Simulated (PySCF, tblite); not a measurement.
**CH₆ClSi₂ radical, a small gas-phase stand-in for a defect centre (Si site with back bonds C[SiH3], Cl, [H]): EPR parameters**

Aim: the EPR parameters of `[SiH3]C[SiH]Cl`. It is drawn as: dangling bond.

Programs: tblite 0.8.0 and PySCF 2.14.0. All values are calculated, for the isolated system unless a continuum is named. Atoms count from 0, parts from 1.

### Step 1. The system as given

10 atoms, charge 0, multiplicity 2; geometry: distance geometry start.

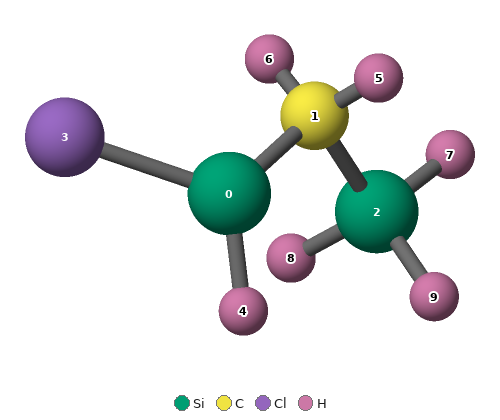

The starting geometry (silicon teal, carbon yellow, chlorine purple, hydrogen pink), atoms numbered.

### Step 2. Relaxing the cluster with GFN2-xTB

Job settings and geometry (Å):

```
{"job": {"kind": "relax", "xc": "GFN2-xTB", "basis": "xTB"}, "charge": 0, "multiplicity": 2}
Si     1.282163    -2.247321    -1.053298
C      0.185726    -1.150857    -0.075653
Si    -1.172014    -0.498837    -1.168984
Cl     1.610692    -4.190693    -0.243899
H      1.158226    -2.186543    -2.488123
H      0.741375    -0.332419     0.269312
H     -0.222102    -1.651625     0.700230
H     -1.957548     0.439588    -0.464466
H     -1.986691    -1.591738    -1.575277
H     -0.614300     0.127163    -2.317341
```

Level: GFN2-xTB geometry optimisation, gas phase.

The run is started by

```bash
$ OMP_NUM_THREADS=1 python cluster_run.py task.json out
```

The driver reads the jobs from task.json and runs them one after another.

Standard output:

```text
step      E/eV     max force
  0    -358.27375    3.241
  1    -358.51551    1.618
  2    -358.62621    0.718
  3    -358.66456    0.638
  4    -358.68269    0.590
  5    -358.70113    0.349
  6    -358.71192    0.362
  7    -358.72258    0.241
  8    -358.73056    0.236
  9    -358.73647    0.239
 10    -358.74078    0.241
 11    -358.74384    0.139
 12    -358.74590    0.141
 13    -358.74715    0.109
 14    -358.74781    0.084
 15    -358.74831    0.054
 16    -358.74879    0.070
 17    -358.74925    0.084
 18    -358.74967    0.075
 19    -358.75004    0.056
 20    -358.75040    0.064
 21    -358.75080    0.070
 22    -358.75125    0.075
 23    -358.75175    0.072
 24    -358.75226    0.063
 25    -358.75262    0.054
 26    -358.75280    0.040
 27    -358.75290    0.031
 28    -358.75303    0.038
 29    -358.75327    0.063
 30    -358.75360    0.074
 31    -358.75391    0.052
 32    -358.75410    0.037
 33    -358.75423    0.035
 34    -358.75443    0.055
 35    -358.75476    0.076
 36    -358.75517    0.075
 37    -358.75547    0.043
 38    -358.75565    0.037
 39    -358.75585    0.051
 40    -358.75621    0.077
 41    -358.75685    0.111
 42    -358.75769    0.115
 43    -358.75834    0.076
 44    -358.75872    0.050
 45    -358.75907    0.062
 46    -358.75967    0.083
 47    -358.76064    0.106
 48    -358.76182    0.119
 49    -358.76240    0.164
 50    -358.76435    0.154
 51    -358.76590    0.148
 52    -358.77220    0.216
 53    -358.77726    0.272
 54    -358.78147    0.200
 55    -358.78132    0.242
 56    -358.78535    0.098
 57    -358.78606    0.096
 58    -358.78800    0.091
 59    -358.78897    0.102
 60    -358.79146    0.124
 61    -358.79306    0.099
 62    -358.79405    0.057
 63    -358.79442    0.056
 64    -358.79472    0.051
 65    -358.79519    0.069
 66    -358.79573    0.067
 67    -358.79623    0.041
 68    -358.79646    0.026
 69    -358.79655    0.025
 70    -358.79665    0.028
 71    -358.79678    0.038
 72    -358.79694    0.038
 73    -358.79714    0.033
 74    -358.79733    0.026
 75    -358.79749    0.034
 76    -358.79761    0.035
 77    -358.79774    0.036
 78    -358.79793    0.036
 79    -358.79822    0.043
 80    -358.79858    0.055
 81    -358.79900    0.059
 82    -358.79948    0.065
 83    -358.80010    0.066
 84    -358.80089    0.071
 85    -358.80169    0.072
 86    -358.80226    0.058
 87    -358.80261    0.053
 88    -358.80297    0.059
 89    -358.80353    0.088
 90    -358.80435    0.106
 91    -358.80543    0.124
 92    -358.80667    0.095
 93    -358.80715    0.049
 94    -358.80755    0.067
 95    -358.80781    0.049
 96    -358.80806    0.053
 97    -358.80820    0.036
 98    -358.80836    0.034
 99    -358.80846    0.036
100    -358.80857    0.026
101    -358.80867    0.017
102    -358.80870    0.018
103    -358.80877    0.021
104    -358.80881    0.019
105    -358.80885    0.013
106    -358.80888    0.012
107    -358.80891    0.010
108    -358.80893    0.015
109    -358.80896    0.014
110    -358.80898    0.014
111    -358.80900    0.011
112    -358.80901    0.009
113    -358.80901    0.005
```

Run time: 1.9 s. Hardware: 1 thread of Arm Neoverse V1, shared host.

Along the way:

| step | energy from step 0 (eV) | largest force (eV/Å) |
| --- | --- | --- |
| 0 | 0.0000 | 3.2410 |
| 4 | -0.4089 | 0.5894 |
| 8 | -0.4568 | 0.2367 |
| 12 | -0.4721 | 0.1407 |
| 16 | -0.4750 | 0.0698 |
| 20 | -0.4767 | 0.0642 |
| 24 | -0.4785 | 0.0630 |
| 28 | -0.4793 | 0.0380 |
| 32 | -0.4803 | 0.0369 |
| 36 | -0.4814 | 0.0746 |
| 40 | -0.4825 | 0.0773 |
| 44 | -0.4850 | 0.0496 |
| 48 | -0.4881 | 0.1183 |
| 52 | -0.4984 | 0.2161 |
| 56 | -0.5116 | 0.0985 |
| 60 | -0.5177 | 0.1228 |
| 64 | -0.5210 | 0.0511 |
| 68 | -0.5227 | 0.0260 |
| 72 | -0.5232 | 0.0376 |
| 76 | -0.5239 | 0.0350 |
| 80 | -0.5248 | 0.0550 |
| 84 | -0.5271 | 0.0702 |
| 88 | -0.5292 | 0.0592 |
| 92 | -0.5329 | 0.0944 |
| 96 | -0.5343 | 0.0528 |
| 100 | -0.5348 | 0.0255 |
| 104 | -0.5351 | 0.0190 |
| 108 | -0.5352 | 0.0153 |
| 112 | -0.5353 | 0.0092 |
| 113 | -0.5353 | 0.0057 |

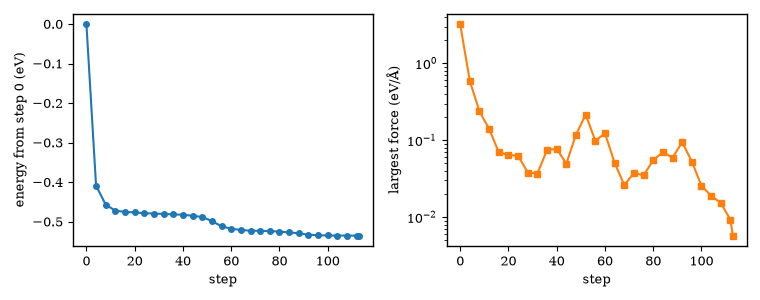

Energy and force, step by step.

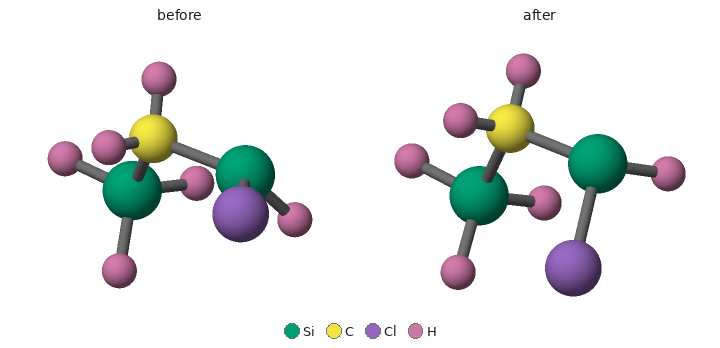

Before and after, at one scale.

Distances of close pairs at the start and the end, largest changes first:

| bond | before (Å) | after (Å) | change (Å) |
| --- | --- | --- | --- |
| Si0–Cl3 | 2.131 | 2.040 | -0.091 |
| C1–H6 | 1.009 | 1.091 | +0.081 |
| Si0–C1 | 1.833 | 1.897 | +0.064 |
| Si2–H7 | 1.412 | 1.465 | +0.053 |
| C1–Si2 | 1.861 | 1.911 | +0.050 |
| Si2–H9 | 1.422 | 1.465 | +0.043 |
| C1–H5 | 1.048 | 1.090 | +0.042 |
| Si2–H8 | 1.422 | 1.461 | +0.039 |

### Step 3. Geometry optimisation at PBE0-D3(BJ)/def2-SVP

Job settings and geometry (Å):

```
{"job": {"xc": "PBE0", "basis": "def2-SVP", "d3": "d3bj", "grid": 2, "kind": "geom", "shake": 0.01}, "charge": 0, "multiplicity": 2}
Si     1.596245    -1.032336    -0.004112
C      0.414142     0.288091     0.746561
Si    -1.170321     0.662613    -0.283868
Cl     0.641867    -2.792668    -0.177934
H      2.073946    -0.654889    -1.342951
H      0.973285     1.223763     0.884368
H      0.122960    -0.029941     1.745647
H     -1.918531     1.690909     0.419208
H     -1.945424    -0.547710    -0.406336
H     -0.746617     1.166585    -1.579110
```

Standard output:

```text
step   0  E = -1080.10440864  max force = 0.031328
step   1  E = -1080.11019803  max force = 0.005517
step   2  E = -1080.11034233  max force = 0.003017
step   3  E = -1080.11038639  max force = 0.000323
step   4  E = -1080.11039152  max force = 0.000243
optimisation converged
```

It took 42 s on 1 thread of Arm Neoverse V1, shared host; peak memory 0.5 GiB.

Relaxation path:

| step | energy from step 0 (eV) | largest force component (eV/Å) |
| --- | --- | --- |
| 0 | 0.0000 | 1.6110 |
| 1 | -0.1575 | 0.2837 |
| 2 | -0.1615 | 0.1551 |
| 3 | -0.1627 | 0.0166 |
| 4 | -0.1628 | 0.0125 |

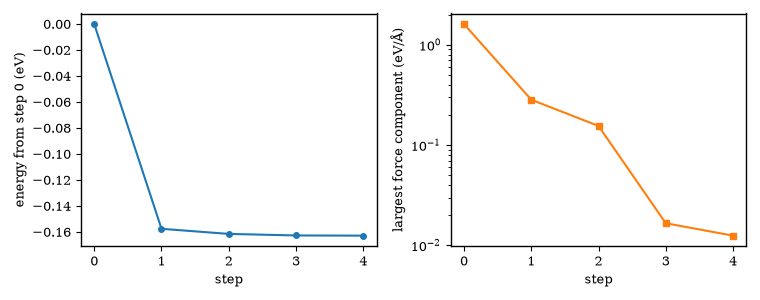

Energy and largest force along the relaxation.

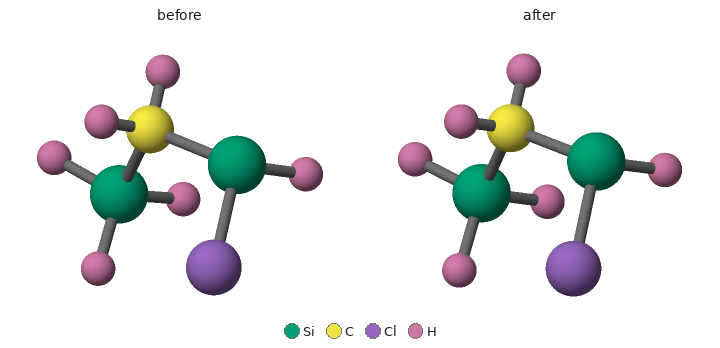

The geometry before (left) and after (right).

Close pairs (by a distance rule), those that changed most:

| bond | before (Å) | after (Å) | change (Å) |
| --- | --- | --- | --- |
| Si0–Cl3 | 2.010 | 2.079 | +0.069 |
| Si0–C1 | 1.925 | 1.875 | -0.050 |
| Si2–H8 | 1.442 | 1.492 | +0.049 |
| Si2–H7 | 1.453 | 1.496 | +0.043 |
| Si2–H9 | 1.453 | 1.495 | +0.042 |
| C1–Si2 | 1.927 | 1.892 | -0.035 |
| Si0–H4 | 1.471 | 1.499 | +0.029 |
| C1–H6 | 1.088 | 1.103 | +0.015 |

The final coordinates are the input of the step that follows.

| at the end point | value |
| --- | --- |
| point group (found at 0.08 Å tolerance) | C1 |
| rotational constants (GHz, main isotopes) | 5.664, 1.744, 1.444 |
| dipole moment (D) | 1.90 |
| ⟨S²⟩ | 0.752 |

### Step 4. g tensor and hyperfine couplings: B3LYP/IGLO-III+pcH-1

Job settings and geometry (Å):

```
{"job": {"kind": "epr"}, "charge": 0, "multiplicity": 2}
Si     1.707134    -1.041684    -0.094713
C      0.535181     0.221685     0.643248
Si    -1.011048     0.566757    -0.390998
Cl     0.715804    -2.856311    -0.314492
H      2.170025    -0.614980    -1.455488
H      1.094739     1.165502     0.769207
H      0.226924    -0.111877     1.648327
H     -1.837336     1.630444     0.259902
H     -1.830161    -0.672398    -0.526338
H     -0.606153     1.037721    -1.750493
```

Method: UKS B3LYP, IGLO-III on C Cl Si, pcH-1 on H, non-relativistic, mean-field spin-orbit, GIAO.

Standard output:

```text
UKS, coarse grid
  cycle   1  E = -1080.96119124  |g| = 3.34e-01
  cycle   2  E = -1080.93141072  |g| = 3.90e-01
  cycle   3  E = -1081.00781983  |g| = 5.31e-02
  cycle   4  E = -1081.00910306  |g| = 1.68e-02
  cycle   5  E = -1081.00922788  |g| = 5.98e-03
  cycle   6  E = -1081.00924385  |g| = 2.04e-03
  cycle   7  E = -1081.00924613  |g| = 4.43e-04
UKS, final grid
  cycle   1  E = -1081.00922745  |g| = 5.24e-04
  cycle   2  E = -1081.00922732  |g| = 7.28e-04
  cycle   3  E = -1081.00922760  |g| = 6.55e-05
  cycle   4  E = -1081.00922760  |g| = 1.53e-05
E = -1081.00922760 Eh   <S^2> = 0.7516 (exact 0.7500)
g shifts (ppm)      1          2          3
  rmc          -163       -163       -163
  gc             15         74         73
  oz_so        -111       2896       5764
  total        -259       2807       5673
hyperfine (MHz)  atom isotope    a_iso     a_fc   dipolar eigenvalues
    0  29Si    -665.03    -665.95   -148.95     73.72     75.22
    1   13C      28.64      28.59     -6.52     -6.12     12.64
    2  29Si     -42.46     -42.53     -8.76      3.88      4.88
    3  35Cl      18.28      18.01    -18.79    -17.56     36.35
    4    1H     115.70     115.67     -7.35     -0.29      7.63
    5    1H      -0.98      -0.99     -5.01     -1.94      6.96
    6    1H       6.45       6.44     -5.10     -2.44      7.54
    7    1H      22.85      22.85     -1.19     -0.42      1.61
    8    1H      -1.09      -1.09     -1.47     -0.48      1.96
    9    1H      -1.06      -1.06     -1.67     -0.62      2.28
```

Wall time 54 s (1 thread of Arm Neoverse V1, shared host); peak memory 0.75 GiB.

Principal g values 2.00206, 2.00513, 2.00799; g(iso) = 2.00506, against 2.00232 for a free electron.

Hyperfine couplings, nucleus by nucleus at this fixed geometry (no averaging over rotations):

| nuclei | isotope | a(iso) (MHz) | a(iso) (G, at g = 2.0023) | largest dipolar term (MHz) |
| --- | --- | --- | --- | --- |
| Si0 | 29Si | -665.0 | -237.3 | -148.9 |
| H4 | 1H | 115.7 | 41.3 | 7.6 |
| Si2 | 29Si | -42.5 | -15.2 | -8.8 |
| C1 | 13C | 28.6 | 10.2 | 12.6 |
| H7 | 1H | 22.8 | 8.2 | 1.6 |
| Cl3 | 35Cl | 18.3 | 6.5 | 36.4 |
| H6 | 1H | 6.5 | 2.3 | 7.5 |
| H8 | 1H | -1.1 | -0.4 | 2.0 |
| H9 | 1H | -1.1 | -0.4 | 2.3 |
| H5 | 1H | -1.0 | -0.3 | 7.0 |

Mulliken spin populations:

| atom | value (e) |
| --- | --- |
| Si0 | 0.80 |
| C1 | 0.02 |
| Si2 | 0.03 |
| Cl3 | 0.08 |
| H4 | 0.06 |
| H5 | 0.00 |
| H6 | 0.00 |
| H7 | 0.01 |
| H8 | 0.00 |
| H9 | 0.00 |

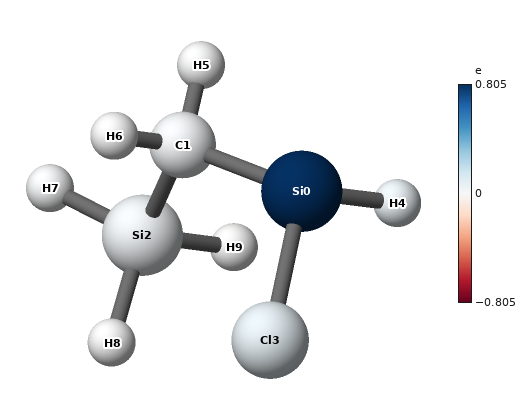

Mulliken spin populations, as colours on the atoms.

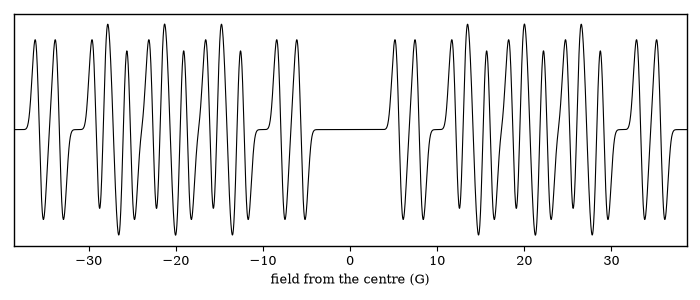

First-order isotropic spectrum (first derivative, main isotopes with spin only, couplings over 0.8 MHz, Gaussian width 0.3 G; couplings of the frozen geometry, rotation of groups not averaged beyond the rows shown).

The fields below are evaluated on a grid from the run's orbitals.

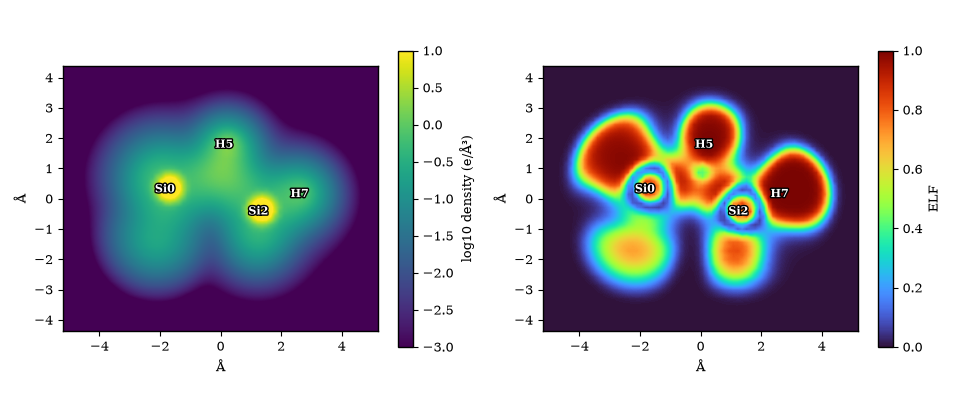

Density (left) and ELF (right) in a plane through or near 4 of the atoms.

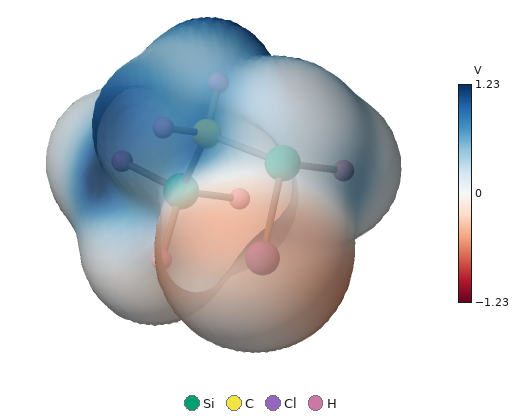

Electrostatic potential on the surface of density 0.002 e/bohr³; red is low, blue high. It runs from -0.49 V near Cl3 to 1.23 V near H5.

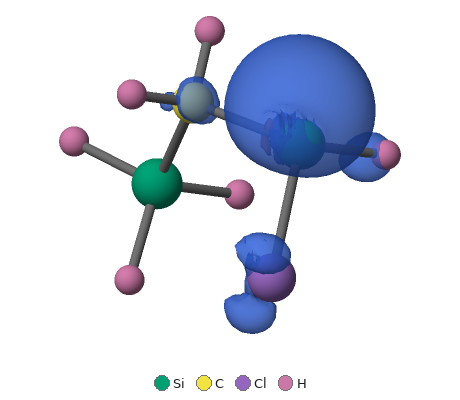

Spin density at ±0.05 e/Å³ (alpha excess blue, beta excess red).

### Step 5. EPR parameters: BHandHLYP/IGLO-III+pcH-1

Settings changed since step 4:

```diff
@@ -1,2 +1,2 @@
-{"job": {"kind": "epr"}, "charge": 0, "multiplicity": 2}
+{"job": {"kind": "epr", "xc": "BHandHLYP"}, "charge": 0, "multiplicity": 2}
 Si     1.707134    -1.041684    -0.094713
```

Level: UKS BHandHLYP, IGLO-III on C Cl Si, pcH-1 on H, non-relativistic, mean-field spin-orbit, GIAO.

Standard output:

```text
UKS, coarse grid
  cycle   1  E = -1080.87891569  |g| = 2.59e-01
  cycle   2  E = -1080.89867765  |g| = 1.91e-01
  cycle   3  E = -1080.91615110  |g| = 3.35e-02
  cycle   4  E = -1080.91681024  |g| = 8.00e-03
  cycle   5  E = -1080.91687229  |g| = 3.97e-03
  cycle   6  E = -1080.91688378  |g| = 1.16e-03
  cycle   7  E = -1080.91688547  |g| = 4.91e-04
UKS, final grid
  cycle   1  E = -1080.91687290  |g| = 4.23e-04
  cycle   2  E = -1080.91687294  |g| = 4.06e-04
  cycle   3  E = -1080.91687303  |g| = 5.11e-05
  cycle   4  E = -1080.91687303  |g| = 3.10e-05
  cycle   5  E = -1080.91687303  |g| = 5.52e-06
E = -1080.91687303 Eh   <S^2> = 0.7524 (exact 0.7500)
g shifts (ppm)      1          2          3
  rmc          -163       -163       -163
  gc             16         73         74
  oz_so         -94       2348       4914
  total        -241       2258       4824
hyperfine (MHz)  atom isotope    a_iso     a_fc   dipolar eigenvalues
    0  29Si    -704.82    -705.76   -154.02     75.86     78.16
    1   13C      30.79      30.75     -6.32     -5.92     12.23
    2  29Si     -39.81     -39.88     -8.24      3.45      4.79
    3  35Cl      21.77      21.55    -17.92    -16.54     34.46
    4    1H     117.91     117.88     -7.25     -0.15      7.40
    5    1H      -1.27      -1.27     -5.01     -2.09      7.10
    6    1H       5.64       5.63     -5.11     -2.55      7.66
    7    1H      20.96      20.96     -1.10     -0.42      1.52
    8    1H      -1.17      -1.17     -1.42     -0.55      1.97
    9    1H      -1.01      -1.01     -1.62     -0.65      2.27
```

Wall time 57 s (1 thread of Arm Neoverse V1, shared host); peak memory 0.83 GiB.

In short: g(iso) 2.00460.

### Step 6. Side by side: EPR parameters

g, ⟨S²⟩ and isotropic hyperfine couplings (MHz), with basis size and wall time:

| run | g(iso) | ⟨S²⟩ | 29Si Si0 | 1H H4 | 29Si Si2 | 13C C1 | 1H H7 | functions | time |
| --- | --- | --- | --- | --- | --- | --- | --- | --- | --- |
| B3LYP/IGLO-III+pcH-1 | 2.00506 | 0.752 | -665.0 | 115.7 | -42.5 | 28.6 | 22.8 | 227 | 54 s |
| BHandHLYP/IGLO-III+pcH-1 | 2.00460 | 0.752 | -704.8 | 117.9 | -39.8 | 30.8 | 21.0 | 227 | 57 s |

### Step 7. What came out

| quantity | value |
| --- | --- |
| point group | C1 |
| rotational constants (main isotopes) | 5.66, 1.74, 1.44 GHz |
| g(iso) (B3LYP) | 2.00506 |
| ⟨S²⟩ | 0.752 (exact 0.75) |
| largest a(iso) | 29Si on Si0, -665.0 MHz |
| potential on the surface of density 0.002 e/bohr³, 1st and 99th percentile | -0.49 V and 1.23 V |

The start of the PBE0/def2-SVP relaxation was shaken at random by about 0.01 Å, so part of the energy gained, and of the first lengths quoted, undoes that. The optimisation took 4 steps and gained 0.163 eV; among the close pairs (by a distance rule), Si0–Cl3 changed most, from 2.010 to 2.079 Å (PBE0/def2-SVP). Si0 carries the largest spin population, 0.80 e. The isotropic g lies 2.7 ppt above the free-electron value. The coupling of 29Si on Si0 runs from -704.8 (BHandHLYP/IGLO-III+pcH-1) to -665.0 MHz (B3LYP/IGLO-III+pcH-1).
